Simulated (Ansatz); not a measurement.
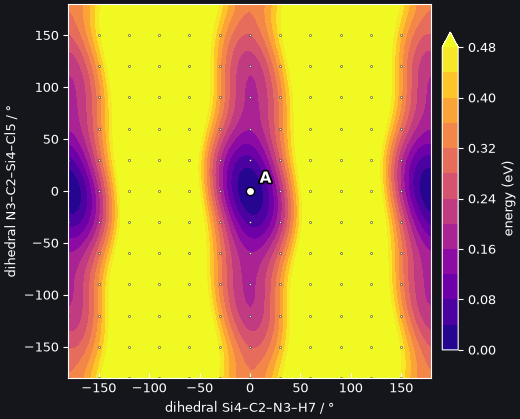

CH₅ClN₂Si, SMILES N=C(N)[SiH2]Cl. The first coordinate is: dihedral Si4–C2–N3–H7; the second: dihedral N3–C2–Si4–Cl5. Nothing is relaxed (all other coordinates rigid). The scan uses a 12 × 12 grid. Energies are in eV, from the relaxed molecule at the same level. The calculation used Ansatz, RKS PBE0-D4/def2-SVP.

The picture shows filled contours, dots at the grid points, one colour for all values above the top of the scale, the well A. Between grid points the surface is interpolated.

**Estimate the position of the minimum and the force constants in these coordinates. Take the well at A.**

The interpolated minimum is at dihedral Si4–C2–N3–H7 ≈ 0°, dihedral N3–C2–Si4–Cl5 ≈ 0°. The curvatures there are about 1.5 eV/rad² and 0.57 eV/rad², with a cross term of about 0.24 eV/rad². Round the minimum the valley is somewhat tilted: raising dihedral Si4–C2–N3–H7 shifts the best value of dihedral N3–C2–Si4–Cl5 downwards (coupling k₁₂/√(k₁₁k₂₂) about 0.3).
